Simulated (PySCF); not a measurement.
```xyz
23

C    -2.2147    1.5123   -0.5590
N    -0.8587    1.0165   -0.4610
Si   -0.2043    0.2426    0.9215
O    -1.1629   -0.9495    1.4559
C    -1.8082   -1.9950    0.7851
C     1.5392   -0.3184    0.3214
C     1.4971   -1.1878   -0.9306
C     2.2600    0.9510    0.0882
O     2.2501    1.6012   -0.9302
O     2.8970    1.3911    1.1912
H    -2.5741    1.4189   -1.5858
H    -2.2966    2.5606   -0.2575
H    -2.8512    0.9207    0.0945
H    -0.2231    1.5298   -1.0566
H    -0.0971    0.9562    2.1921
H    -2.6708   -2.2929    1.3835
H    -2.1441   -1.6832   -0.2047
H    -1.1373   -2.8509    0.6809
H     2.0220   -0.8434    1.1446
H     1.1301   -0.6089   -1.7736
H     2.4936   -1.5533   -1.1763
H     0.8445   -2.0438   -0.7811
H     3.3047    2.2531    1.0136
```

Geometry: GFN2-xTB.

The calculation used PBE0/pcSseg-1, SCF density, gas phase, non-relativistic in PySCF.

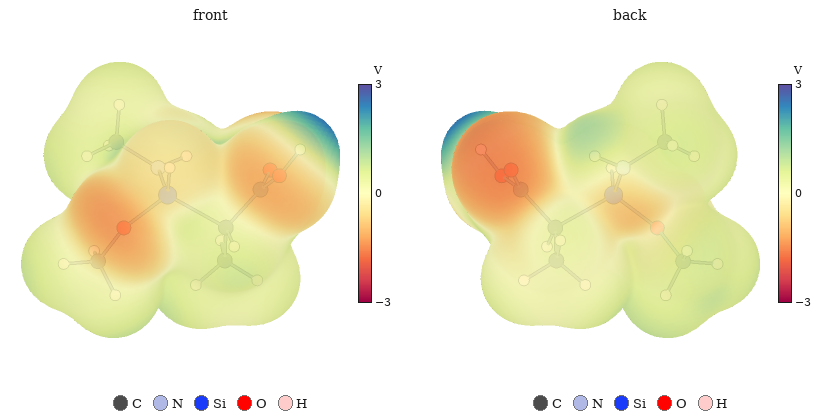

C5H13NO3Si. The electrostatic potential painted on the density surface at 0.002 e/bohr³, seen from the front and from behind; the colour scale runs from red (negative) to blue (positive).

Where is the surface potential most negative and most positive?

The most negative region (about −1.6 V) lies over O9, the most positive (about +2.4 V) over H23. O9 is the likeliest acceptor of a hydrogen bond.

What dipole moment does the calculation give?

Its dipole moment is 1.14 D.
